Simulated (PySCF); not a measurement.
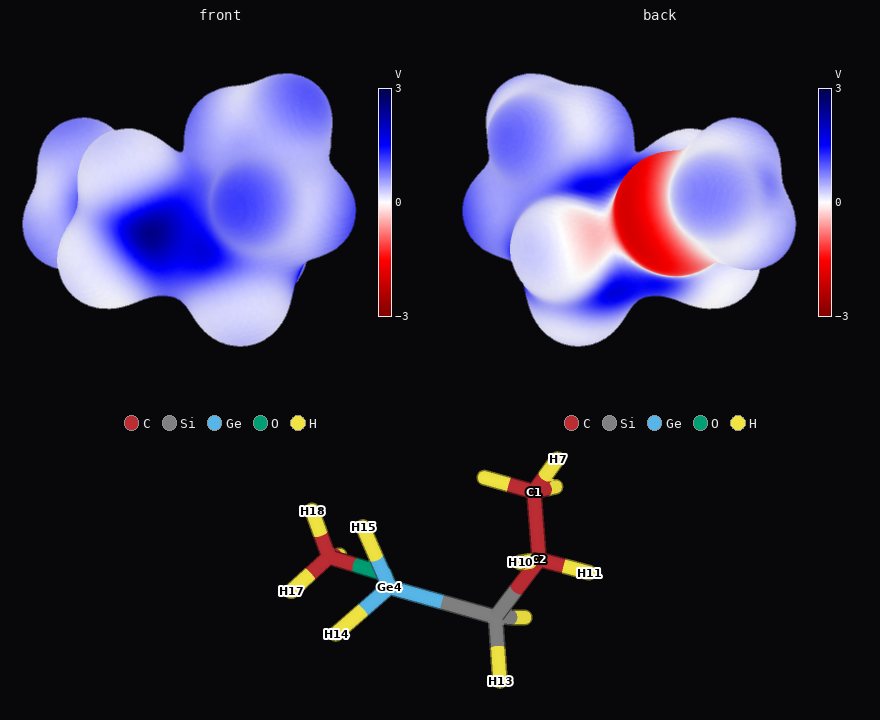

Figure 1: C$_{3}$H$_{12}$GeOSi (SMILES CC[SiH2][GeH2][O]C). The molecular electrostatic potential painted on the density surface at 0.004 e/bohr³, seen from the front and from behind; red is negative and blue positive. The bare structure is drawn below in the same view.

Geometry: GFN2-xTB.

These are results of wB97X-D/def2-SVPD, SCF density, gas phase (PySCF), not measurements.

```xyz
18

C    -2.2940    0.9219    0.3066
C    -2.4150   -0.5134   -0.1946
Si   -0.7569   -1.4514   -0.0889
Ge    0.8960   -0.2944   -1.2901
O     2.0560    0.0463    0.0180
C     3.2877    0.6934   -0.1727
H    -3.2376    1.4548    0.2008
H    -2.0109    0.9375    1.3568
H    -1.5343    1.4614   -0.2602
H    -2.7689   -0.5041   -1.2280
H    -3.1741   -1.0370    0.3876
H    -0.3450   -1.5754    1.3120
H    -0.9319   -2.8002   -0.6487
H     1.7240   -0.9909   -2.3778
H     0.6309    1.0611   -1.9663
H     3.8096    0.6972    0.7864
H     3.9050    0.1734   -0.9112
H     3.1508    1.7264   -0.5063
```

### Describe the electrostatic potential map.

The most negative region (about −1.9 V) lies over O5, the most positive (about +2.3 V) over Ge4. O5 is the likeliest acceptor of a hydrogen bond.
